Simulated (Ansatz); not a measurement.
# BCCD(T)/cc-pVDZ run of C2H6Si (SMILES CC[SiH])

Aim: the vertical singlet–triplet gap of C2H6Si at BCCD(T)/cc-pVDZ, from 2 runs. 

The calculation is run with Ansatz 0.2.0.

60 further runs of the same task are left out: 60 set aside as unsound or not needed.

**1. The structure to begin with**

C2H6Si has 9 atoms, charge 0, and is taken as a singlet. As SMILES, `CC[SiH]`. Geometry: relaxed at PBE0-D4/def2-TZVP. This is one conformer, not always the lowest.

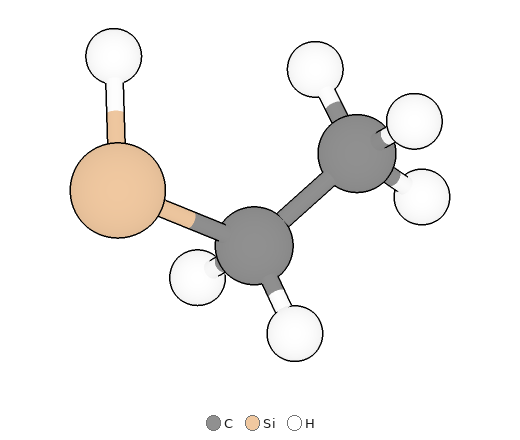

Viewed from a chosen angle; carbon grey, silicon light orange, hydrogen white.

**2. A single-point energy at BCCD(T)/cc-pVDZ**

File input.yaml:

```yaml
crystal:
  periodic: [false, false, false]
  atoms:
    - {symbol: C, position_ang: [-0.593600, 0.495600, -0.562700]}
    - {symbol: C, position_ang: [0.423400, -0.563800, -0.158900]}
    - {symbol: Si, position_ang: [1.475100, -0.358700, 1.398700]}
    - {symbol: H, position_ang: [-1.208900, 0.173100, -1.407700]}
    - {symbol: H, position_ang: [-0.098000, 1.423000, -0.860500]}
    - {symbol: H, position_ang: [-1.258400, 0.736300, 0.269500]}
    - {symbol: H, position_ang: [1.051000, -0.864800, -1.004300]}
    - {symbol: H, position_ang: [-0.103000, -1.497700, 0.133400]}
    - {symbol: H, position_ang: [0.401100, 0.410600, 2.175300]}
basis:
  gaussian:
    orbitals: cc-pVDZ
scf:
  omitted_lower_state_checks: [cluster_reference, increment]
correlation:
  method: bccd_t
  frozen_orbitals: {C: 1, H: 0, Si: 5}
accuracy: high
```

Run with:

```console
$ ansatz run input.yaml --threads 1 --pin off --max-ram 3480MiB --events-out events.jsonl --progress --plain --runs-dir runs
```

Standard output:

```text
Warning: RAYON_NUM_THREADS=1 ignored (pool sized by the plan → 1); use --threads N
Functional definition: HF
  name "HF"
  exchange = exact_x
  correlation = 0
these checks for a lower state are left out or cut short: cluster_reference, increment
1848 factors; integrals over basis functions are off by at most 3.7e-9 eV
mean field evaluation 1: about -10014.4245 eV, gradient 2.5e1 eV
mean field evaluation 2: about -10014.4289 eV, gradient 2.5e1 eV
mean field evaluation 4: about -10016.4341 eV, gradient 2.8e0 eV
mean field evaluation 8: about -10016.4692 eV, gradient 1.3e-4 eV
mean field -10016.46916955 eV, -368.0984525744 hartree, gradient 5.2e-8 eV, S^2 0.000000; 0 other end points of the search recorded, 0 dependent functions left out; unrestricted orbitals would lower it
7 core orbitals not correlated: weight in the atoms' cores, before any rotation towards them, 1.000 or more for the frozen orbitals, at most 0.000 for the correlated occupied ones
reference -10016.46916955 eV, -368.0984525744 hartree; 9, 9 occupied and 60, 60 virtual orbitals, 1848 factors
second order -10.23535783 eV of doubles, -0.00000000 eV of singles
cycle   1  -11.21276143 eV  change   -9.8e-1 eV  update   8.2e-2
cycle   2  -11.60592373 eV  change   -3.9e-1 eV  update   3.0e-2
cycle   3  -11.64479902 eV  change   -3.9e-2 eV  update   1.1e-2
cycle   4  -11.64153810 eV  change    3.3e-3 eV  update   4.5e-3
cycle   5  -11.64122509 eV  change    3.1e-4 eV  update   1.5e-3
cycle   6  -11.64104745 eV  change    1.8e-4 eV  update   5.3e-4
cycle   7  -11.64101917 eV  change    2.8e-5 eV  update   1.8e-4
cycle   8  -11.64106695 eV  change   -4.8e-5 eV  update   6.8e-5
cycle   9  -11.64109357 eV  change   -2.7e-5 eV  update   2.7e-5
cycle  10  -11.64109260 eV  change    9.7e-7 eV  update   1.3e-5
cycle  11  -11.64109874 eV  change   -6.1e-6 eV  update   6.7e-6
cycle  12  -11.64109633 eV  change    2.4e-6 eV  update   3.7e-6
cycle  13  -11.64109719 eV  change   -8.7e-7 eV  update   1.6e-6
cycle  14  -11.64109665 eV  change    5.5e-7 eV  update   5.5e-7
cycle  15  -11.64109638 eV  change    2.6e-7 eV  update   1.9e-7
cycle  16  -11.64109632 eV  change    6.4e-8 eV  update   7.6e-8
cycle  17  -11.64109629 eV  change    3.3e-8 eV  update   4.2e-8
cycle  18  -11.64109627 eV  change    2.1e-8 eV  update   3.0e-8
cycle  19  -11.64109627 eV  change  -2.9e-10 eV  update   1.5e-7
cycle  20  -11.64109631 eV  change   -4.1e-8 eV  update   5.1e-8
cycle  21  -11.64109633 eV  change   -1.9e-8 eV  update   2.1e-8
cycle  22  -11.64109633 eV  change   -7.4e-9 eV  update   8.9e-9
cycle  23  -11.64109634 eV  change   -2.3e-9 eV  update   3.6e-9
cycle  24  -11.64109634 eV  change   -1.3e-9 eV  update   1.4e-9
perturbative correction -0.34583394 eV, -0.0127091628 hartree
Total energy: -10028.45609983 eV, -368.5389641370 hartree
Checks for a lower state left out: cluster_reference, increment
```

Wall time 13 s (1 thread of Arm Neoverse V1, shared host); peak memory 0.48 GiB.

**3. The triplet**

File job.yaml:

```yaml
basis:
  gaussian:
    orbitals: cc-pVDZ
crystal:
  periodic: [false, false, false]
  atoms:
    - {symbol: C, position_ang: [-0.593600, 0.495600, -0.562700]}
    - {symbol: C, position_ang: [0.423400, -0.563800, -0.158900]}
    - {symbol: Si, position_ang: [1.475100, -0.358700, 1.398700]}
    - {symbol: H, position_ang: [-1.208900, 0.173100, -1.407700]}
    - {symbol: H, position_ang: [-0.098000, 1.423000, -0.860500]}
    - {symbol: H, position_ang: [-1.258400, 0.736300, 0.269500]}
    - {symbol: H, position_ang: [1.051000, -0.864800, -1.004300]}
    - {symbol: H, position_ang: [-0.103000, -1.497700, 0.133400]}
    - {symbol: H, position_ang: [0.401100, 0.410600, 2.175300]}
scf:
  omitted_lower_state_checks: [cluster_reference, increment]
accuracy: high
magnetization:
  spin_polarized: true
  initial_magnetization: 2
correlation:
  method: bccd_t
  frozen_orbitals: {C: 1, H: 0, Si: 5}
```

Run with:

```console
$ ansatz run job.yaml --threads 1 --pin off --max-ram 3480MiB --events-out events.jsonl --progress --plain --runs-dir runs
```

Standard output:

```text
Warning: RAYON_NUM_THREADS=1 ignored (pool sized by the plan → 1); use --threads N
[... 4 set-up lines as earlier in the session ...]
these checks for a lower state are left out or cut short: cluster_reference, increment
1848 factors; integrals over basis functions are off by at most 3.7e-9 eV
mean field evaluation 1: about -10013.1340 eV, gradient 1.8e1 eV
mean field evaluation 2: about -10013.2213 eV, gradient 1.8e1 eV
mean field evaluation 4: about -10015.6083 eV, gradient 2.8e0 eV
mean field evaluation 8: about -10015.7265 eV, gradient 2.1e-1 eV
mean field evaluation 16: about -10015.7283 eV, gradient 1.2e-8 eV
mean field -10015.72826067 eV, -368.0712246752 hartree, gradient 4.9e-8 eV, S^2 2.004307; 0 other end points of the search recorded, 0 dependent functions left out
7 core orbitals not correlated: weight in the atoms' cores, before any rotation towards them, 1.000 or more for the frozen orbitals, at most 0.000 for the correlated occupied ones
reference -10015.72826067 eV, -368.0712246752 hartree; 10, 8 occupied and 59, 61 virtual orbitals, 1848 factors
second order -9.81330304 eV of doubles, -0.00000000 eV of singles
cycle   1  -10.70325889 eV  change   -8.9e-1 eV  update   7.5e-2
cycle   2  -11.04936466 eV  change   -3.5e-1 eV  update   2.7e-2
cycle   3  -11.08669461 eV  change   -3.7e-2 eV  update   1.1e-2
cycle   4  -11.08278895 eV  change    3.9e-3 eV  update   5.0e-3
cycle   5  -11.08080476 eV  change    2.0e-3 eV  update   2.1e-3
cycle   6  -11.08051671 eV  change    2.9e-4 eV  update   8.5e-4
cycle   7  -11.08061280 eV  change   -9.6e-5 eV  update   3.3e-4
cycle   8  -11.08068180 eV  change   -6.9e-5 eV  update   1.4e-4
cycle   9  -11.08070764 eV  change   -2.6e-5 eV  update   7.7e-5
cycle  10  -11.08069954 eV  change    8.1e-6 eV  update   4.5e-5
cycle  11  -11.08070982 eV  change   -1.0e-5 eV  update   2.5e-5
cycle  12  -11.08069654 eV  change    1.3e-5 eV  update   1.1e-5
cycle  13  -11.08069555 eV  change    9.9e-7 eV  update   4.0e-6
cycle  14  -11.08069343 eV  change    2.1e-6 eV  update   1.5e-6
cycle  15  -11.08069289 eV  change    5.3e-7 eV  update   5.9e-7
cycle  16  -11.08069290 eV  change   -9.5e-9 eV  update   2.3e-7
cycle  17  -11.08069300 eV  change   -1.0e-7 eV  update   1.1e-7
cycle  18  -11.08069303 eV  change   -3.1e-8 eV  update   5.3e-8
cycle  19  -11.08069304 eV  change   -7.0e-9 eV  update   3.2e-8
cycle  20  -11.08069304 eV  change   7.7e-12 eV  update   2.3e-8
cycle  21  -11.08069293 eV  change    1.1e-7 eV  update   8.5e-8
cycle  22  -11.08069292 eV  change    9.9e-9 eV  update   2.1e-8
cycle  23  -11.08069292 eV  change   7.9e-10 eV  update   5.8e-9
cycle  24  -11.08069292 eV  change   1.9e-10 eV  update   2.2e-9
perturbative correction -0.33668510 eV, -0.0123729490 hartree
Total energy: -10027.14563869 eV, -368.4908055783 hartree
Checks for a lower state left out: cluster_reference, increment
```

It took 36 s on 1 thread of Arm Neoverse V1, shared host; peak memory 0.91 GiB.

**4. Outcome**

Level: BCCD(T)/cc-pVDZ, 7 core orbitals frozen.

| quantity | value |
| --- | --- |
| singlet: total energy | -368.53896 Eh |
| singlet: correlation energy (7 core orbitals frozen) | -440.5 mEh |
| singlet: (T) correction | -12.71 mEh |
| triplet: total energy | -368.49081 Eh |
| triplet: correlation energy (7 core orbitals frozen) | -419.6 mEh |
| triplet: (T) correction | -12.37 mEh |
| triplet: ⟨S²⟩ of the reference determinant | 2.004 |
| vertical energy of the triplet above the singlet | 1.310 eV |

In words: At this shape the triplet lies 1.31 eV (126 kJ/mol) above the singlet. The restricted solution (singlet) is unstable to spin breaking: an unrestricted one lies lower. The triples (singlet) make up 2.9 % of the correlation energy. The triples (triplet) make up 2.9 % of the correlation energy.
